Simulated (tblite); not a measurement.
**Geometry relaxation of CH₆FO₃Si₃ (part 4 of 4)**

CH₆FO₃Si₃, multiplicity 2; GFN2-xTB geometry optimisation, gas phase (tblite 0.8.0). It belongs to a series of runs on one base structure; here: H removed from Si.

Geometry of the input (Å):
```
F  -0.2820  1.8721  0.1517
Si 0.0069  0.2289  0.4040
O  -1.3402  -0.5287  1.1036
Si -2.7850  0.2040  0.4714
O  1.4085  0.1415  1.3853
C  2.2700  -0.7832  0.8333
Si 2.1419  -0.3760  -0.9974
O  0.4251  -0.4157  -1.1310
H  -3.3581  -0.7908  -0.4598
H  -3.6678  0.4318  1.6275
H  -2.4789  1.4666  -0.2124
H  1.8585  -1.8114  0.9635
H  3.2990  -0.6935  1.2236
H  2.5013  1.0540  -1.1057
```

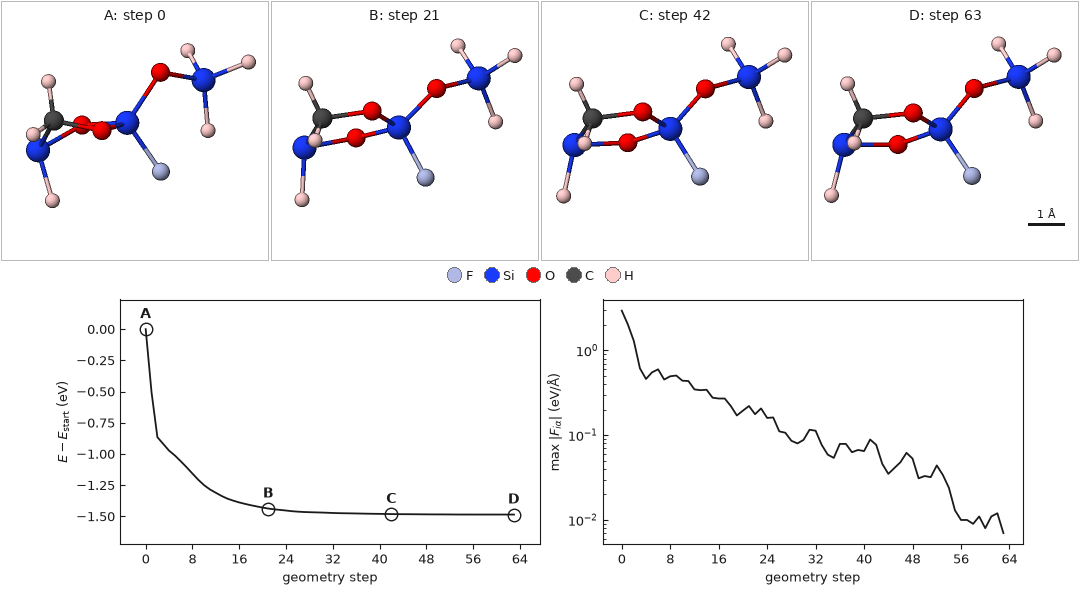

*Frames of the relaxation (ball-and-stick view, seen at a tilt) above the curves, on which the letters mark them (steps are counted from 0).*

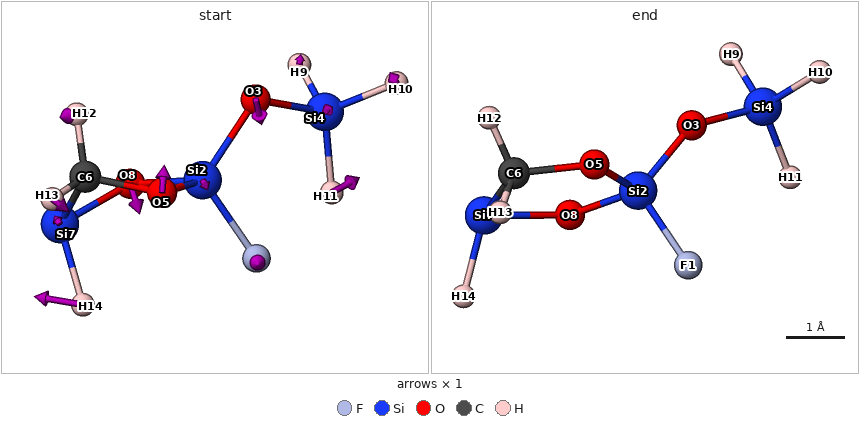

*Before (left) and after (right) the relaxation, at one scale (ball-and-stick view, seen at a tilt). The pink arrows give the displacements, at true length.*

After 63 geometry steps the energy has fallen by 1.485 eV. Largest force component: 3 eV/Å at the start, 0.007 eV/Å at the end. H14 moves most after the best rigid fit: 0.91 Å. By element the largest moves are H 0.91 Å, F 0.64 Å, O 0.61 Å, Si 0.24 Å, C 0.07 Å. Among the contacts that change: O3–Si4 1.739 → 1.630 Å, Si2–O3 1.696 → 1.588 Å, Si2–O5 1.713 → 1.612 Å, Si2–O8 1.717 → 1.619 Å. Among the angles that change: Si2–O3–Si4 108.8° → 144.9°, Si2–O8–Si7 99.5° → 115.1°, C6–Si7–H14 105.3° → 115.3°. (Atoms are counted from 1 in the order of the input.)
